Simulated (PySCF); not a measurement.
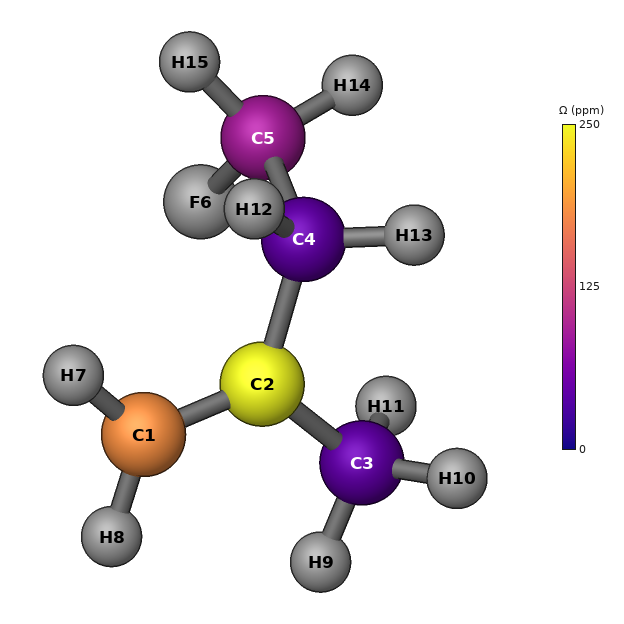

The C atoms are coloured by the span of their shielding tensor. Geometry: an image of a reaction path computed with GFN2-xTB, not a minimum. Level of theory: GIAO PBE0/pcSseg-1 NMR shielding, non-relativistic, gas phase (PySCF 2.14.0). Principal shieldings σ11 ≤ σ22 ≤ σ33, span Ω = σ33 − σ11, skew κ = 3(σiso − σ22)/Ω.

**Which C atom has the most anisotropic shielding?**

C2, with a span of 248 ppm.

Give the shielding tensors of the C atoms.

```json
{"atom": "C1", "σ11": "−40.7", "σ22": "94.3", "σ33": "143.4", "σiso": "65.7", "Ω": "184.1", "κ": "−0.47"}
{"atom": "C2", "σ11": "−86.6", "σ22": "38.0", "σ33": "161.7", "σiso": "37.7", "Ω": "248.2", "κ": "0.00"}
{"atom": "C3", "σ11": "142.0", "σ22": "147.6", "σ33": "186.2", "σiso": "158.6", "Ω": "44.2", "κ": "0.75"}
{"atom": "C4", "σ11": "126.1", "σ22": "148.0", "σ33": "170.1", "σiso": "148.0", "Ω": "44.1", "κ": "0.01"}
{"atom": "C5", "σ11": "70.7", "σ22": "86.7", "σ33": "161.4", "σiso": "106.3", "Ω": "90.7", "κ": "0.65"}
```

Shieldings and span in ppm.
